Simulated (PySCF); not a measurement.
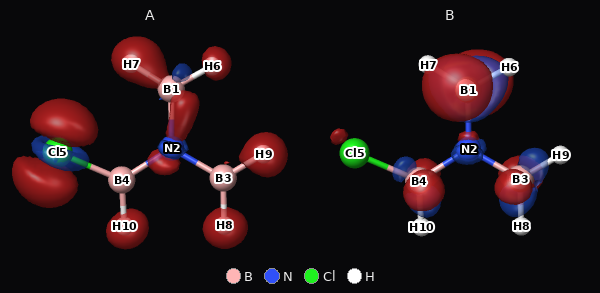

Figure. B$_{3}$ClH$_{5}$N, SMILES `BN(B)BCl`. The two Fukui functions at ±0.03 e/Å³ (red positive, blue negative).

Computed with PySCF, B3LYP/def2-SVP, geometry: GFN2-xTB. No frequency check shows the geometry to be a minimum. GFN2-xTB bond lengths at metals and heavier atoms can be off by up to 0.1 Å and shapes distorted, which carries into these values.

Cartesian coordinates (Å):

```
B1      -1.0448   -1.4399   -0.0683
N2      -1.0029   -0.0031   -0.0372
B3      -2.2242    0.7367    0.0969
B4       0.2291    0.7366   -0.1546
Cl5      1.7392   -0.0040    0.0675
H6      -2.0524   -1.9834    0.1587
H7      -0.0856   -2.0479   -0.3437
H8      -2.2033    1.9010   -0.0022
H9      -3.2199    0.1667    0.3072
H10      0.2138    1.8869   -0.3771
```

> Which panel is f⁻ (electron removed) and which f⁺ (electron added)?

A is f⁻, B is f⁺. f⁻ (Hirshfeld-condensed) is largest on Cl5 (0.33); the vertical ionisation energy is 10.91 eV. f⁺ (Hirshfeld-condensed) is largest on B1 (0.32); the vertical electron affinity is −0.29 eV (the stability of the anion's solution wasn't checked; negative, but this basis has no diffuse functions, so it doesn't show that the anion is unbound).

> What chemical potential and hardness follow from the two energies?

μ = −(I + A)/2 = −5.31 eV and η = I − A = 11.20 eV.
